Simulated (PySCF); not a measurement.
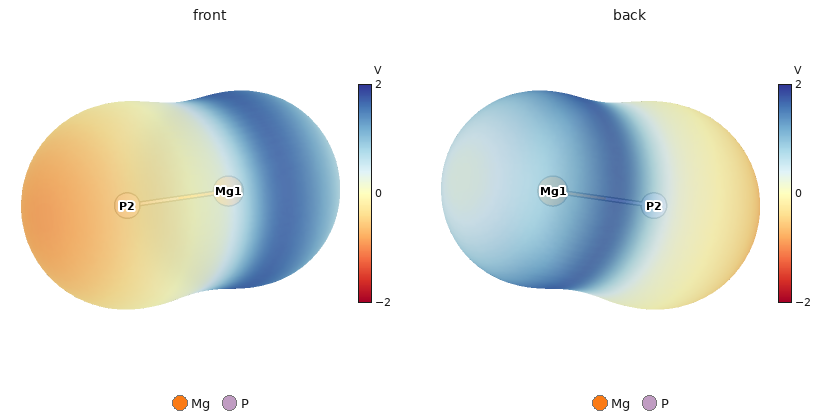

The picture shows: MgP (quartet). The electrostatic potential painted on the density surface at 0.002 e/bohr³, seen from the front and from behind; red is negative and blue positive.

Theory: PBE0/cc-pVDZ(-PP), non-relativistic Hamiltonian with scalar-relativistic core potentials where named, at a bond length of 2.560 Å (PySCF).

### Where is the surface potential most negative and most positive?

The most negative region (about −0.9 V, or −21 kcal/mol for a unit charge) lies over P2, the most positive (about +1.7 V, or +39 kcal/mol for a unit charge) over Mg1.
